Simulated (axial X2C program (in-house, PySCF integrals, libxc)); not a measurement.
**SeB: from the state search to constants**

Aim: find the lowest determinant of SeB, scan the bond at several levels and fit the constants, once spin-free and once with spin–orbit coupling.

The runs use an in-house X2C program for linear molecules on PySCF integrals; all-electron X2C, Se dyall-cv3z, B dyall-v3z.

All values are calculated.

## (1) Input

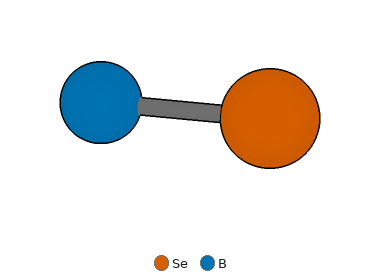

The two atoms at 1.850 Å (selenium orange, boron blue).

task.json reads:

```json
{"zs": [34, 5], "q": 0, "bas": ["dyall-cv3z", "dyall-v3z"], "levels": ["PBE0", "HF", "LDA"], "cc": true, "r0": 1.85, "thr": -2.0, "nmax": 90, "npts": 10, "nst": 2, "ntry": 6}
```

Keys: zs atomic numbers; q charge; bas basis sets; levels methods (HF also brings MP2); cc coupled cluster on or off; r0 starting distance in Å; thr threshold in hartree for freezing inner shells (an s shell follows its p shell); nmax most natural virtual spinors; npts points asked for on the curve; nst determinants followed; ntry starts of the search.

Started as:

```sh
> python so2c.py task.json out
```

Spin-free means the one-electron spin-free X2C Hamiltonian; two-component (2c) means X2C with spin–orbit coupling and atomic mean-field two-electron Coulomb and Gaunt terms. Basis: Se dyall-cv3z contracted to [8s9p6d4f1g], B dyall-v3z contracted to [7s6p2d1f]; Gaussian nuclei, density fitting. Masses: Se 79.917 u, B 11.009 u.

Notation: σ, π±, δ± give the projection m of an orbital's angular momentum (0, ±1, ±2), α and β its spin, Λ and M_S the sums; ω is the projection of a spinor's total angular momentum and Ω the sum. Logs are in hartree.

The results follow Hamiltonian by Hamiltonian and level by level.

## (2) State search with PBE0

PBE0 moves the distance from 1.850 Å to 1.741 Å and compares determinants there.

Spin-free determinants:

```
ΔE (eV)             state                                  open shells
   0.00  M_S = 1/2, Λ = 0                     beyond closed shells: σα
   2.24  M_S = 1/2, Λ = 1          beyond closed shells: π+α, π+β, π-α
   3.87  M_S = 3/2, Λ = 0  beyond closed shells: σα, π+α, π+β, 2 × π-α
   3.87  M_S = 3/2, Λ = 2  beyond closed shells: σα, 2 × π+α, π+β, π-α
   4.26  M_S = 1/2, Λ = 2  beyond closed shells: σα, 2 × π+α, π+β, π-β
   4.41  M_S = 1/2, Λ = 1                    beyond closed shells: π+α
   4.91  M_S = 1/2, Λ = 2  beyond closed shells: σα, π+α, 2 × π+β, π-α
```

Two-component determinants:

```csv
ΔE (eV),state,open shells
0.00,Ω = 1/2,excess of +ω over −ω: ω = 1/2
2.14,Ω = 3/2,excess of +ω over −ω: ω = 3/2
3.80,Ω = 7/2,"excess of +ω over −ω: ω = 1/2, 2 × ω = 3/2"
3.97,Ω = 3/2,excess of +ω over −ω: ω = 3/2
4.38,Ω = 5/2,"excess of +ω over −ω: 2 × ω = 1/2, ω = 3/2"
4.58,Ω = 1/2,"excess of +ω over −ω: 2 × ω = -1/2, ω = 3/2"
4.63,Ω = 5/2,"excess of +ω over −ω: ω = -1/2, 2 × ω = 3/2"
```

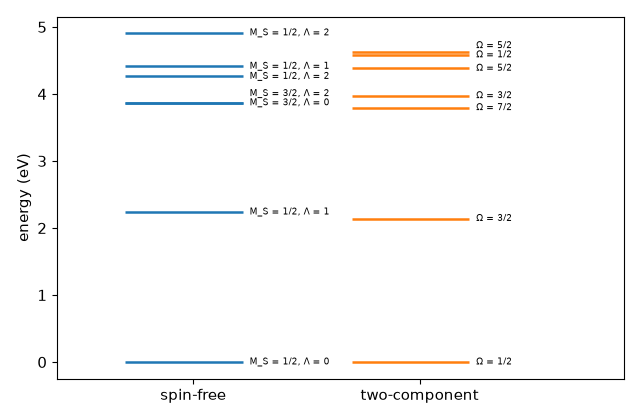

The determinants found, each set from its own lowest.

## (3) PBE0, spin-free

State followed: M_S = 1/2, Λ = 0 (beyond closed shells: σα). The scan is laid around 1.741 Å, a first estimate of the minimum, and this SCF restarts from the orbitals of the search.

Output at 1.741 Å:

```text
spin-free X2C-1e  PBE0
basis functions 144  fitting functions 854  grid points 5074
iter        total energy     max residual
   1      -2454.426135492     8.82e-05
   2      -2454.426135529     6.20e-05
   3      -2454.426135542     3.16e-05
   4      -2454.426135544     2.92e-05
   5      -2454.426135549     5.69e-06
converged
one-electron -3515.78848885  Coulomb 1102.02168616  exact exchange -22.67158077  xc functional -69.65927758  nuclear repulsion 51.67152548
```

Along the bond, energies from the lowest point:

```tsv
R (Å)	E (eV)	μ (D)	HOMO (eV)	LUMO (eV)	iterations
1.515	1.2418	-0.07	-8.10	-3.05	28
1.584	0.5175	0.09	-8.24	-3.25	25
1.637	0.2038	0.22	-8.33	-3.39	22
1.689	0.0420	0.35	-8.25	-3.55	22
1.741	0.0000	0.47	-8.12	-3.70	5
1.802	0.0670	0.62	-7.98	-3.88	22
1.863	0.2271	0.76	-7.85	-4.05	20
1.941	0.5260	0.93	-7.70	-4.27	21
2.037	0.9762	1.14	-7.53	-4.53	21
2.176	1.6884	1.42	-7.30	-4.83	25
```

Dipoles are positive if B is the positive end.

Outer orbitals at the reference distance:

| symmetry | occupied | ε (eV) | atomic character |
| --- | --- | --- | --- |
| σα | yes | -20.45 | 60% Se s, 18% B s, 16% B p |
| σβ | yes | -20.27 | 62% Se s, 16% B s, 16% B p |
| σα | yes | -12.18 | 47% Se p, 35% B s, 11% Se s |
| σβ | yes | -11.31 | 58% Se p, 23% B s, 11% Se s |
| σα | yes | -8.49 | 54% B p, 21% Se p, 20% B s |
| π-α | yes | -8.19 | 63% Se p, 32% B p, 4% B d |
| π+α | yes | -8.19 | 63% Se p, 32% B p, 4% B d |
| π-β | yes | -8.12 | 70% Se p, 24% B p, 5% B d |
| π+β | yes | -8.12 | 70% Se p, 24% B p, 5% B d |
| σβ | no | -3.70 | 44% B p, 39% B s, 10% Se p |
| π-α | no | -1.85 | 57% B p, 26% Se p, 10% Se d |
| π+α | no | -1.85 | 57% B p, 26% Se p, 10% Se d |
| π+β | no | -1.01 | 64% B p, 19% Se p, 13% Se d |

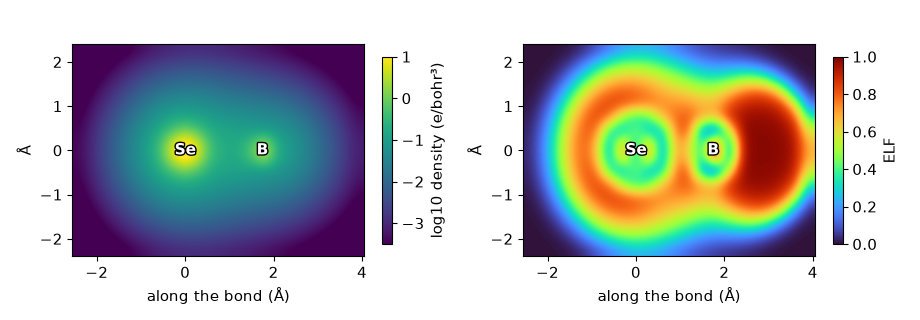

PBE0 fields in a plane through the axis, from a grid of 0.3 Å; Se lies at z = 0 and B at z = 1.741 Å; the ELF is damped to zero where the density is low.

Re = 1.736 Å, ωe = 989 cm⁻¹, ωexe = 4.69 cm⁻¹, Be = 0.5779 cm⁻¹, De = 5.07 eV, μ = 0.46 D.

## (4) HF, spin-free

Output at 1.741 Å:

```text
spin-free X2C-1e  HF
basis functions 144  fitting functions 854  grid points 5074
iter        total energy     max residual
   1      -2452.781600267     2.26e-01
   2      -2452.801728962     1.05e-02
   3      -2452.802923998     1.97e-02
   4      -2452.803478744     3.97e-03
   5      -2452.803709761     2.93e-03
   6      -2452.803964531     6.21e-03
   7      -2452.804158879     5.00e-03
   8      -2452.804259806     1.56e-03
   9      -2452.804282984     3.91e-04
  10      -2452.804285194     2.66e-04
  11      -2452.804285556     7.55e-05
  12      -2452.804285632     2.91e-05
  13      -2452.804285642     1.81e-05
  14      -2452.804285644     3.29e-06
  15      -2452.804285644     6.81e-07
converged
one-electron -3515.83555573  Coulomb 1102.13902927  exact exchange -90.77928466  xc functional 0.00000000  nuclear repulsion 51.67152548
```

Re = 1.730 Å, ωe = 1029 cm⁻¹, Be = 0.5824 cm⁻¹, De = 3.18 eV, μ = 1.00 D. ⟨S²⟩ = 0.89 against 0.75 for a pure state, so this determinant mixes spins.

## (5) LDA, spin-free

Output at 1.741 Å:

```text
spin-free X2C-1e  LDA
basis functions 144  fitting functions 854  grid points 5074
iter        total energy     max residual
   1      -2450.898270592     3.61e-01
   2      -2450.907470586     1.23e-02
   3      -2450.908230788     3.09e-02
   4      -2450.908329261     7.39e-03
   5      -2450.908504899     6.58e-03
   6      -2450.908514558     1.32e-03
   7      -2450.908516630     6.46e-04
   8      -2450.908516833     3.02e-04
   9      -2450.908516866     1.40e-05
  10      -2450.908516867     1.83e-05
converged
one-electron -3515.23599103  Coulomb 1101.38932742  exact exchange 0.00000000  xc functional -88.73337874  nuclear repulsion 51.67152548
```

Re = 1.735 Å, ωe = 974 cm⁻¹, ωexe = 4.59 cm⁻¹, Be = 0.5788 cm⁻¹, De = 6.15 eV, μ = 0.22 D.

## (6) Correlated methods, spin-free

Correlated methods: 9 electrons correlated (frozen shells, counted by type: Se 3 s, 2 p, 1 d; B 1 s), 191 virtual spinors in MP2, 89 natural virtuals in coupled cluster.

Output of the correlated part at 1.741 Å:

```text
correlated 9  virtual 191  natural virtual 89  E(MP2) -0.212810076  MP2 remainder -0.004709205
iter   CCSD correlation   residual
   1     -0.215769728   1.24e-01
   2     -0.223042234   6.08e-02
   3     -0.226411921   3.38e-02
   4     -0.227228744   1.75e-02
   5     -0.227722192   8.29e-03
   6     -0.227822815   3.26e-03
   7     -0.227849496   9.27e-04
   8     -0.227850406   2.98e-04
   9     -0.227846988   1.35e-04
  10     -0.227847383   6.71e-05
  11     -0.227846327   2.84e-05
  12     -0.227846639   1.04e-05
  13     -0.227846526   3.78e-06
  14     -0.227846526   1.58e-06
(T) -0.014509987  T1 0.0534  D1 0.0967  max T2 0.077
```

T1 in the output is the amplitude norm over the root of the electron number; divide by √2 for the Lee–Taylor value.

MP2: Re = 1.738 Å, ωe = 995 cm⁻¹, Be = 0.5766 cm⁻¹, De = 4.93 eV.

CCSD: Re = 1.742 Å, ωe = 989 cm⁻¹, ωexe = 5.44 cm⁻¹, Be = 0.5743 cm⁻¹, De = 4.42 eV. T1 at Re = 0.038 (Lee–Taylor, the printed value over √2).

CCSD(T): Re = 1.750 Å, ωe = 967 cm⁻¹, ωexe = 5.77 cm⁻¹, Be = 0.5689 cm⁻¹, De = 4.68 eV. T1 at Re = 0.038 (Lee–Taylor, the printed value over √2).

## (7) A higher determinant, spin-free

State: M_S = 1/2, Λ = 1 (beyond closed shells: π+α, π+β, π-α).

Output at the reference distance:

```text
spin-free X2C-1e  PBE0
basis functions 144  fitting functions 854  grid points 5074
iter        total energy     max residual
   1      -2454.343908836     4.72e-05
   2      -2454.343908839     4.75e-05
   3      -2454.343908848     5.50e-06
converged
one-electron -3514.03907088  Coulomb 1100.34709458  exact exchange -22.67306853  xc functional -69.65038950  nuclear repulsion 51.67152548
```

```tsv
R (Å)	E above the lowest PBE0 point (eV)
1.515	4.817
1.584	3.667
1.637	3.042
1.689	2.576
1.741	2.238
1.802	1.970
1.863	1.810
1.941	1.723
2.037	1.745
```

No constants are quoted: too few points lie around the minimum for a second fit to confirm the first.

## (8) The spin-free curves together

Energy (eV) of the followed determinant, spin-free, from each level's lowest point:

```tsv
R (Å)	PBE0	HF	MP2	CCSD	CCSD(T)	LDA
1.515	1.242	1.238	1.299	n/a	n/a	1.190
1.584	0.517	0.502	0.546	0.562	0.605	0.492
1.637	0.204	0.187	0.218	0.230	0.259	0.192
1.689	0.042	0.031	0.047	0.053	0.068	0.038
1.741	0.000	0.000	0.000	0.000	0.000	0.000
1.802	0.067	0.086	0.062	0.057	0.040	0.067
1.863	0.227	0.270	0.215	0.209	0.174	0.224
1.941	0.526	0.604	0.495	0.495	0.436	0.516
2.037	0.976	1.086	0.945	n/a	n/a	0.957
2.176	1.688	1.762	1.807	n/a	n/a	1.664
```

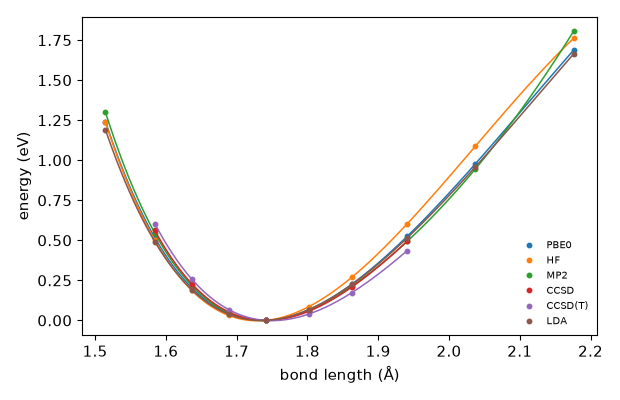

Curves of the followed state, spin-free, each from its own lowest point.

## (9) PBE0, 2c

State followed: Ω = 1/2 (excess of +ω over −ω: ω = 1/2). The scan is laid around 1.741 Å, a first estimate of the minimum, and this SCF restarts from the orbitals of the search.

The SCF at the reference distance of 1.741 Å:

```text
two-component X2C + atomic mean field  PBE0
basis functions 144  fitting functions 854  grid points 5074
iter        total energy     max residual
   1      -2453.604209714     3.71e-05
   2      -2453.604209728     3.97e-05
   3      -2453.604209746     2.60e-05
   4      -2453.604209748     2.02e-05
   5      -2453.604209753     2.35e-06
converged
one-electron -3513.65967045  Coulomb 1101.57566272  exact exchange -22.66294332  xc functional -69.63269431  nuclear repulsion 51.67152548  atomic mean-field constant -0.89608987
```

Along the bond, energies from the lowest point:

```tsv
R (Å)	E (eV)	μ (D)	HOMO (eV)	LUMO (eV)	iterations
1.515	1.2478	-0.08	-8.08	-3.05	29
1.584	0.5216	0.09	-8.22	-3.24	27
1.637	0.2066	0.21	-8.29	-3.39	26
1.689	0.0433	0.34	-8.15	-3.54	23
1.741	0.0000	0.46	-8.02	-3.69	5
1.802	0.0654	0.60	-7.88	-3.87	25
1.863	0.2236	0.74	-7.75	-4.05	22
1.941	0.5199	0.91	-7.60	-4.27	25
2.037	0.9659	1.11	-7.43	-4.52	26
2.176	1.6674	1.36	-7.22	-4.83	30
```

Dipoles are positive if B is the positive end.

Outer spinors at the reference distance:

| ω | occupied | ε (eV) | atomic character | λ mixture |
| --- | --- | --- | --- | --- |
| 1/2 | yes | -20.46 | 60% Se s, 18% B s, 16% B p | 100% σ |
| -1/2 | yes | -20.28 | 62% Se s, 16% B s, 16% B p | 100% σ |
| 1/2 | yes | -12.18 | 47% Se p, 35% B s, 11% Se s | 100% σ |
| -1/2 | yes | -11.32 | 58% Se p, 23% B s, 11% Se s | 100% σ |
| 1/2 | yes | -8.51 | 51% B p, 26% Se p, 19% B s | 91% σ, 9% π |
| -1/2 | yes | -8.28 | 64% Se p, 31% B p, 4% B d | 100% π |
| 1/2 | yes | -8.19 | 66% Se p, 26% B p, 5% B d | 91% π, 9% σ |
| 3/2 | yes | -8.10 | 62% Se p, 33% B p, 4% B d | 100% π |
| -3/2 | yes | -8.02 | 69% Se p, 25% B p, 5% B d | 100% π |
| -1/2 | no | -3.69 | 44% B p, 39% B s, 10% Se p | 100% σ |
| -1/2 | no | -1.88 | 58% B p, 24% Se p, 10% Se d | 100% π |
| 3/2 | no | -1.82 | 56% B p, 27% Se p, 10% Se d | 100% π |
| 1/2 | no | -1.03 | 64% B p, 18% Se p, 13% Se d | 100% π |

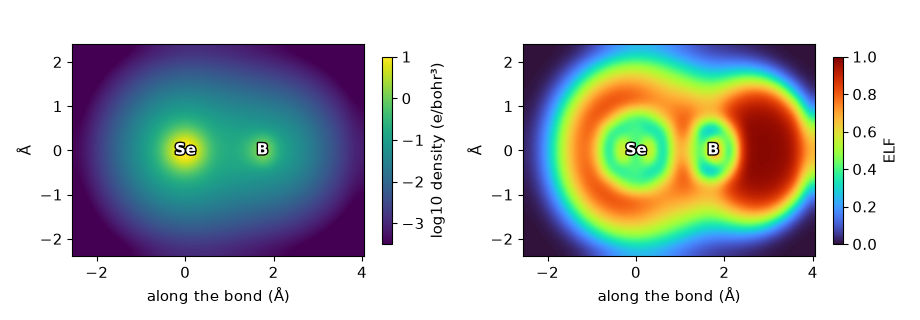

PBE0 fields in a plane through the axis, from a grid of 0.3 Å; Se lies at z = 0 and B at z = 1.741 Å; the ELF is damped to zero where the density is low.

Re = 1.737 Å, ωe = 987 cm⁻¹, ωexe = 4.73 cm⁻¹, Be = 0.5774 cm⁻¹, De = 5.01 eV, μ = 0.45 D.

## (10) HF, 2c

The SCF at the reference distance of 1.741 Å:

```text
two-component X2C + atomic mean field  HF
basis functions 144  fitting functions 854  grid points 5074
iter        total energy     max residual
   1      -2451.960345412     2.32e-01
   2      -2451.980464590     1.04e-02
   3      -2451.981663515     2.02e-02
   4      -2451.982220140     4.00e-03
   5      -2451.982456677     3.07e-03
   6      -2451.982716876     6.48e-03
   7      -2451.982914994     5.22e-03
   8      -2451.983017034     1.63e-03
   9      -2451.983040450     3.86e-04
  10      -2451.983042734     2.81e-04
  11      -2451.983043143     8.05e-05
  12      -2451.983043249     3.44e-05
  13      -2451.983043270     2.89e-05
  14      -2451.983043279     1.12e-05
  15      -2451.983043282     8.21e-06
  16      -2451.983043283     6.64e-06
  17      -2451.983043284     2.50e-06
converged
one-electron -3513.70588171  Coulomb 1101.69231328  exact exchange -90.74491046  xc functional 0.00000000  nuclear repulsion 51.67152548  atomic mean-field constant -0.89608987
```

No constants are quoted: the solution changes its character somewhere along the scan, so the fit is set aside.

## (11) LDA, 2c

Output at 1.741 Å:

```text
two-component X2C + atomic mean field  LDA
basis functions 144  fitting functions 854  grid points 5074
iter        total energy     max residual
   1      -2450.076984390     3.62e-01
   2      -2450.086191251     1.23e-02
   3      -2450.086944193     3.08e-02
   4      -2450.087042520     7.40e-03
   5      -2450.087218630     6.56e-03
   6      -2450.087228279     1.31e-03
   7      -2450.087230353     6.47e-04
   8      -2450.087230557     3.00e-04
   9      -2450.087230590     1.45e-05
  10      -2450.087230591     1.85e-05
converged
one-electron -3513.10756284  Coulomb 1100.94369292  exact exchange 0.00000000  xc functional -88.69879628  nuclear repulsion 51.67152548  atomic mean-field constant -0.89608987
```

Re = 1.736 Å, ωe = 972 cm⁻¹, ωexe = 4.63 cm⁻¹, Be = 0.5783 cm⁻¹, De = 6.01 eV, μ = 0.21 D.

## (12) MP2 and beyond, 2c

Correlated methods: 9 electrons correlated (frozen shells, counted by type: Se 3 s, 2 p, 1 d; B 1 s), 191 virtual spinors in MP2, 90 natural virtuals in coupled cluster.

Output of the correlated part at 1.741 Å:

```text
correlated 9  virtual 191  natural virtual 90  E(MP2) -0.212584126  MP2 remainder -0.004569918
iter   CCSD correlation   residual
   1     -0.215751356   1.24e-01
   2     -0.223025885   6.08e-02
   3     -0.226399190   3.39e-02
   4     -0.227227584   1.77e-02
   5     -0.227727548   8.37e-03
   6     -0.227830321   3.31e-03
   7     -0.227857453   9.45e-04
   8     -0.227858264   3.07e-04
   9     -0.227854768   1.41e-04
  10     -0.227855139   7.03e-05
  11     -0.227854065   3.01e-05
  12     -0.227854399   1.15e-05
  13     -0.227854274   4.98e-06
  14     -0.227854278   2.76e-06
(T) -0.014505835  T1 0.0538  D1 0.0987  max T2 0.076
```

MP2: No constants are quoted: the reference changes its character somewhere along the scan, so the fit is set aside.

CCSD: No constants are quoted: the reference changes its character somewhere along the scan, so the fit is set aside.

CCSD(T): No constants are quoted: the reference changes its character somewhere along the scan, so the fit is set aside.

## (13) A higher determinant, 2c

State: Ω = 3/2 (excess of +ω over −ω: ω = 3/2).

Output at the reference distance:

```text
two-component X2C + atomic mean field  PBE0
basis functions 144  fitting functions 854  grid points 5074
iter        total energy     max residual
   1      -2453.525517548     4.79e-05
   2      -2453.525517560     1.43e-05
   3      -2453.525517565     6.61e-06
converged
one-electron -3511.96217845  Coulomb 1099.95056952  exact exchange -22.66466295  xc functional -69.62468130  nuclear repulsion 51.67152548  atomic mean-field constant -0.89608987
```

```tsv
R (Å)	E above the lowest PBE0 point (eV)
1.515	4.723
1.584	3.573
1.637	2.947
1.689	2.480
1.741	2.141
1.802	1.874
1.863	1.713
1.941	1.625
2.037	1.646
```

No constants are quoted: too few points lie around the minimum for a second fit to confirm the first.

## (14) The 2c curves together

Energy (eV) of the followed determinant, 2c, from each level's lowest point:

```tsv
R (Å)	PBE0	HF (jumps)	MP2 (its reference jumps)	CCSD (its reference jumps)	CCSD(T) (its reference jumps)	LDA
1.515	1.248	1.245	1.303	n/a	n/a	1.196
1.584	0.522	0.507	0.548	0.567	0.609	0.496
1.637	0.207	0.191	0.219	0.233	0.261	0.194
1.689	0.043	0.033	0.048	0.055	0.069	0.039
1.741	0.000	0.000	0.000	0.000	0.000	0.000
1.802	0.065	0.083	0.063	0.055	0.038	0.066
1.863	0.224	0.264	0.218	0.205	0.171	0.221
1.941	0.520	0.593	0.505	0.489	0.433	0.510
2.037	0.966	1.051	1.341	n/a	n/a	0.948
2.176	1.667	1.463	2.139	n/a	n/a	1.646
```

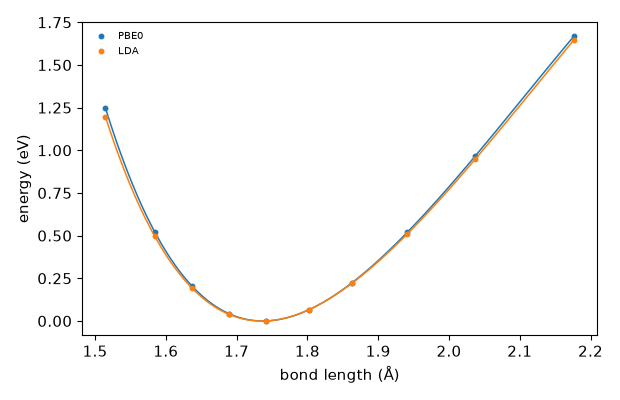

Curves of the followed state, 2c, each from its own lowest point. Left out: HF, MP2, CCSD, CCSD(T).

Time for the job: 1.8 min (1 thread of Arm Neoverse V1, shared host); peak memory 0.55 GiB.

## (15) Results

Lowest determinant that the search found at its distance, spin-free: M_S = 1/2, Λ = 0 (beyond closed shells: σα).

Lowest determinant that the search found at its distance, 2c: Ω = 1/2 (excess of +ω over −ω: ω = 1/2).

| Hamiltonian | level | Re (Å) | ωe (cm⁻¹) | De (eV) | μ (D) |
| --- | --- | --- | --- | --- | --- |
| spin-free | PBE0 | 1.736 | 989 | 5.07 | 0.46 |
| spin-free | HF | 1.730 | 1029 | 3.18 | 1.00 |
| spin-free | MP2 | 1.738 | 995 | 4.93 | n/a |
| spin-free | CCSD | 1.742 | 989 | 4.42 | n/a |
| spin-free | CCSD(T) | 1.750 | 967 | 4.68 | n/a |
| spin-free | LDA | 1.735 | 974 | 6.15 | 0.22 |
| 2c | PBE0 | 1.737 | 987 | 5.01 | 0.45 |
| 2c | LDA | 1.736 | 972 | 6.01 | 0.21 |

Dipoles are positive if B is the positive end. No constants: 2c HF (the solution changes its character somewhere along the scan, so the fit is set aside); 2c MP2 (the reference changes its character somewhere along the scan, so the fit is set aside); 2c CCSD (the reference changes its character somewhere along the scan, so the fit is set aside); 2c CCSD(T) (the reference changes its character somewhere along the scan, so the fit is set aside). Spin-free ⟨S²⟩ is off its pure value at HF 0.89.

Time per point (s) on 1 thread of Arm Neoverse V1, shared host (2c runs); the times are rough: PBE0 0.84, LDA 0.36.

In words: At PBE0, going from spin-free to two-component changes Re by +1 mÅ, ωe by -0.2 %, which is small (part of it comes from the scalar share of the two-electron terms). De moves by -0.06 eV; both De rest on single-determinant atoms, which can miss part of an open shell's spin–orbit lowering.

De refers to Se + B, each in the lowest determinant found, which need not be this curve's own limit. The state is a single determinant with fixed occupations, the lowest that a limited PBE0 search found. Dissociation energies refer to the lowest single-determinant-based atoms at the same level and basis. Density functionals use the spin component along the axis (collinear). CCSD and (T) use frozen natural virtuals with an MP2 correction for the truncation. The spin-free determinant is spin-contaminated at some levels, which hurts MP2 most. T1 at Re is 0.038 (Lee–Taylor), above the customary mark of 0.02.
